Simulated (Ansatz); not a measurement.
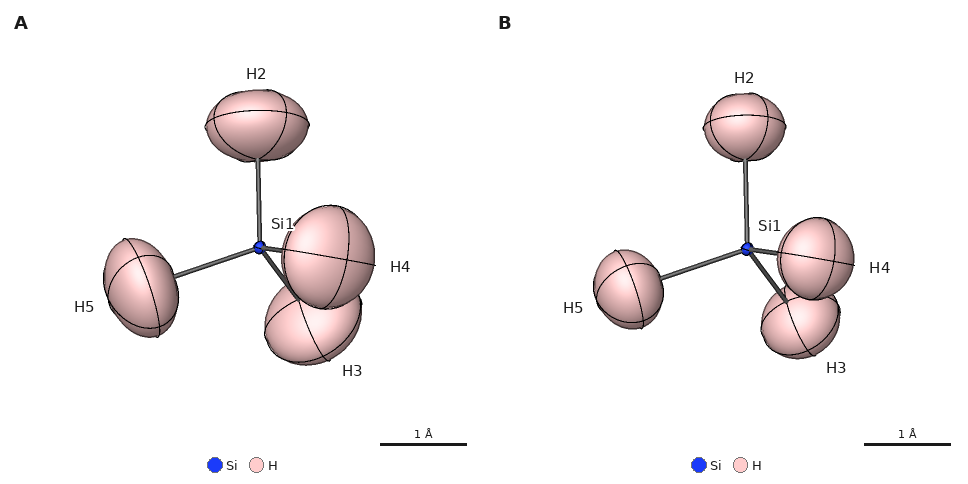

Displacement ellipsoids at the 50 % level, scaled by 3, from the internal vibrations of the free molecule (harmonic, no overall translation or rotation; no half-axis is drawn under 0.075 Å). Vibrations computed with RKS PBE0-D4/def2-TZVP (Ansatz 0.2.0). One panel is for 0 K (zero-point motion alone), the other for 900 K.

### Which panel is for 900 K?

A.

### How much does the mean-square displacement of H3 grow, and why?

U_eq goes from 0.0095 to 0.0138 Å², a factor of 1.5. The lowest modes (from 907 cm⁻¹) begin to be excited.
